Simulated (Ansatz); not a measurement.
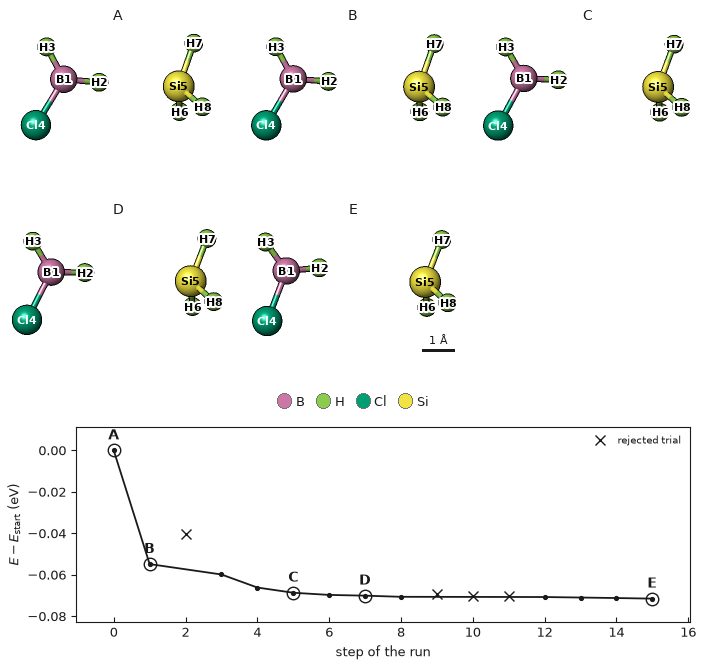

Frames of a relaxation of BSiH₅Cl (multiplicity 2), marked on the history of the run. The picture is a ball-and-stick view, seen at a tilt.

The run prepares an end point of a later path (reaction) calculation, from a guessed geometry.

Theory: Ansatz 0.2.0, UKS BHLYP-D4/6-31G*. (collinear spin; force threshold 0.03 eV/Å; at most 50 steps)

What happens along the run?

Answer. The largest move after the best rigid fit is that of H3, 0.58 Å. By element the largest moves are H 0.58 Å, B 0.42 Å, Si 0.38 Å, Cl 0.18 Å. Near-neighbour distances that change, for instance: B1–H2 1.189 → 1.182 Å. The energy falls by 0.071 eV in 11 accepted moves (15 points after the start). Largest force component: 0.26 eV/Å at the start, 0.027 eV/Å at the end. The line search rejected the trial steps at points 2, 9, 10, 11 of the run. The forces were under the threshold at step 5, but the run went on from there. The run took 30 s on 1 thread of Intel(R) Xeon(R) 6975P-C (Granite Rapids), with other jobs on the host, peak memory 0.18 GiB. From step 0 to 1: H atoms move most (0.19 Å), energy −0.055 eV. From step 1 to 5: H3 moves most (0.19 Å), energy −0.014 eV. From step 5 to 7: H2 moves most (0.13 Å), energy −0.001 eV. From step 7 to 15: Cl4 moves most (0.18 Å), energy −0.001 eV.

Limits of the set-up: the start holds two separate molecules, 2.7 Å apart at their closest, whose relative position is a soft coordinate.
